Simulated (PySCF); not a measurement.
# Mg: interval between two levels with spin-orbit coupling

Aim: the interval between two levels of magnesium from differences of total energies, at each level of theory, and how far each lands from the tabulated value where there is one.

Method: two-component X2C-1e, generalised determinants. Code: PySCF 2.14.0.

**1. Starting point**

- Element: magnesium (Z = 12)
- Basis: x2c-TZVPall-2c with one added diffuse shell each of s, p, d type (6s6p4d, 44 functions)
- Hamiltonian: two-component X2C-1e, Gaussian nucleus, no Breit or QED terms; spin-orbit coupling, run by run: off; screened by Boettger's factors
- Core shells frozen in the correlated runs: [Ne] (for Mg)
- State 1: Mg 3s1 4s1 3S1: [Ne] 3s1 4s1; 3s1/2 filled at m_j = +1/2; 4s1/2 filled at m_j = +1/2
- Needed too, but not shown: Mg [Ne] 3s2 (1S)
- Methods: GHF, GMP2

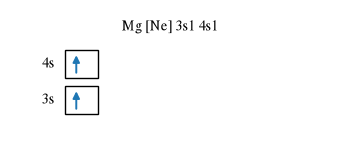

The shells outside the core, filled by Hund's rule for the drawing.

All steps ran in one process of a driver on top of PySCF, which takes the settings above as its task.

The driver's launch:

```console
$ OMP_NUM_THREADS=1 python sorun2.py TASK.json OUT
```

The integrals over 44 functions and the set-up took 0.11 s of CPU time.

**2. Mg 3s1 4s1 3S1, method by method**

**GHF (spin-free)**

What it wrote:

```text
cycle= 1 E= -199.7556815228  delta_E= -200  |FDS-SDF|= 0.00363
cycle= 2 E= -199.7573958259  delta_E= -0.00171  |FDS-SDF|= 0.00119
cycle= 3 E= -199.7576287267  delta_E= -0.000233  |FDS-SDF|= 0.00023
cycle= 4 E= -199.7576607661  delta_E= -3.2e-05  |FDS-SDF|= 9.4e-05
cycle= 5 E= -199.7576636588  delta_E= -2.89e-06  |FDS-SDF|= 6.55e-06
cycle= 6 E= -199.7576638350  delta_E= -1.76e-07  |FDS-SDF|= 1.18e-06
cycle= 7 E= -199.7576638375  delta_E= -2.47e-09  |FDS-SDF|= 2.68e-07
cycle= 8 E= -199.7576638376  delta_E= -7.7e-11  |FDS-SDF|= 1.09e-08
```

It took 0.19 s on 1 thread of Neoverse-V2, shared host, the integrals not counted.

Occupied spinors (without spin-orbit coupling the j labels only name the start):

| spinor shell | electrons | mean energy (eV) | weight of the nominal j | rms radius (bohr) |
| --- | --- | --- | --- | --- |
| 1s1/2 | 2 | -1341.6 | 1.000 | 0.151 |
| 2s1/2 | 2 | -107.79 | 1.000 | 0.754 |
| 2p3/2 | 4 | -67.054 | 0.833 | 0.772 |
| 2p1/2 | 2 | -67.054 | 0.667 | 0.772 |
| 3s1/2 | 1 | -11.285 | 1.000 | 3.04 |
| 4s1/2 | 1 | -2.395 | 1.000 | 8.90 |

M_J = 1, ⟨J²⟩ = 2.000, ⟨L²⟩ = 0.000, ⟨S²⟩ = 2.000.

**GMP2 (spin-free)**

The driver printed no log here.

It took 0.01 s on 1 thread of Neoverse-V2, shared host, the integrals not counted.

With 2 electrons correlated, the MP2 correlation energy is -0.00185 hartree. Largest pairs: 3s1/2-4s1/2 -0.0018.

**GHF (screened spin-orbit)**

What it wrote:

```text
cycle= 1 E= -199.7557518416  delta_E= -200  |FDS-SDF|= 0.00367
cycle= 2 E= -199.7574687308  delta_E= -0.00172  |FDS-SDF|= 0.0012
cycle= 3 E= -199.7577023101  delta_E= -0.000234  |FDS-SDF|= 0.000229
cycle= 4 E= -199.7577338562  delta_E= -3.15e-05  |FDS-SDF|= 9.39e-05
cycle= 5 E= -199.7577367374  delta_E= -2.88e-06  |FDS-SDF|= 6.8e-06
cycle= 6 E= -199.7577369177  delta_E= -1.8e-07  |FDS-SDF|= 1.19e-06
cycle= 7 E= -199.7577369204  delta_E= -2.67e-09  |FDS-SDF|= 2.64e-07
cycle= 8 E= -199.7577369205  delta_E= -9.55e-11  |FDS-SDF|= 1.58e-08
```

It took 0.19 s on 1 thread of Neoverse-V2, shared host, the integrals not counted.

Occupied spinors:

| spinor shell | electrons | mean energy (eV) | weight of the nominal j | rms radius (bohr) |
| --- | --- | --- | --- | --- |
| 1s1/2 | 2 | -1341.6 | 1.000 | 0.151 |
| 2s1/2 | 2 | -107.79 | 1.000 | 0.754 |
| 2p1/2 | 2 | -67.290 | 0.938 | 0.771 |
| 2p3/2 | 4 | -66.936 | 0.969 | 0.772 |
| 3s1/2 | 1 | -11.285 | 1.000 | 3.04 |
| 4s1/2 | 1 | -2.395 | 1.000 | 8.90 |

M_J = 1, ⟨J²⟩ = 2.000, ⟨L²⟩ = 0.000, ⟨S²⟩ = 2.000.

**GMP2 (screened spin-orbit)**

No log was kept for this step.

It took 0.01 s on 1 thread of Neoverse-V2, shared host, the integrals not counted.

With 2 electrons correlated, the MP2 correlation energy is -0.00185 hartree. Largest pairs: 3s1/2-4s1/2 -0.0018.

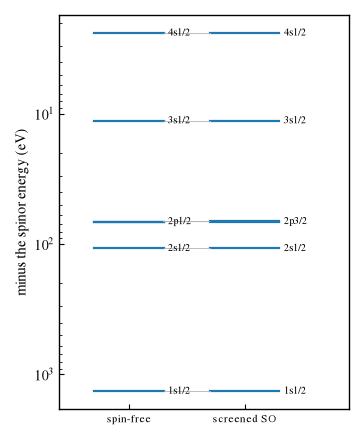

The highest 6 spinor levels of Mg 3s1 4s1 3S1 on a logarithmic scale, without and with spin-orbit coupling.

**3. Differences of total energies**

Interval between two levels: Mg [Ne] 3s2 → Mg [Ne] 3s1 4s1 [3s1/2^1 4s1/2^1, M_J = 1].

| method | value (eV) | error (eV) |
| --- | --- | --- |
| GHF (spin-free) | 4.226 | -0.882 |
| GMP2 (spin-free) | 4.771 | -0.337 |
| GHF (screened spin-orbit) | 4.226 | -0.882 |
| GMP2 (screened spin-orbit) | 4.771 | -0.337 |

Reference: 5.108 eV (measured; NIST Handbook of Basic Atomic Spectroscopic Data (Sansonetti and Martin, J. Phys. Chem. Ref. Data 34, 1559 (2005))).

The differences also use runs on Mg [Ne] 3s2 (1S), which are not shown here.

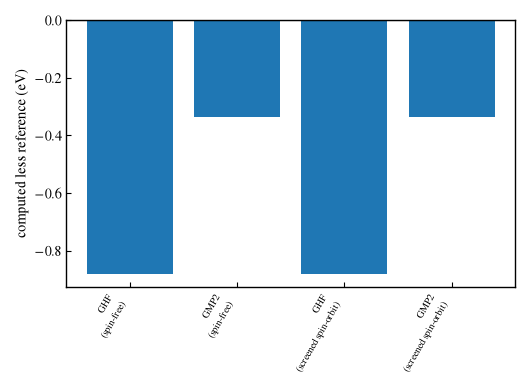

Computed less reference values by method.

**4. What came out**

| quantity | value |
| --- | --- |
| interval between two levels, Mg → 3s1 4s1 3S1 | GHF (spin-free) 4.226, GMP2 (screened spin-orbit) 4.771 eV; reference 5.108 |

Each level's miss (mean over 1 difference):

| method | mean absolute miss against the measured value (with the measured fine structure taken into account where it is known) (eV) |
| --- | --- |
| GHF (spin-free) | 0.882 |
| GMP2 (spin-free) | 0.337 |
| GHF (screened spin-orbit) | 0.882 |
| GMP2 (screened spin-orbit) | 0.337 |

In words: Against experiment GMP2 (screened spin-orbit) comes closest (off by 0.34 eV), level with GMP2 (spin-free) and GHF (spin-free) is farthest (0.88 eV). Spin-orbit coupling moves the difference by +0.000 eV at GMP2. The basis is finite, and no extrapolation was made.
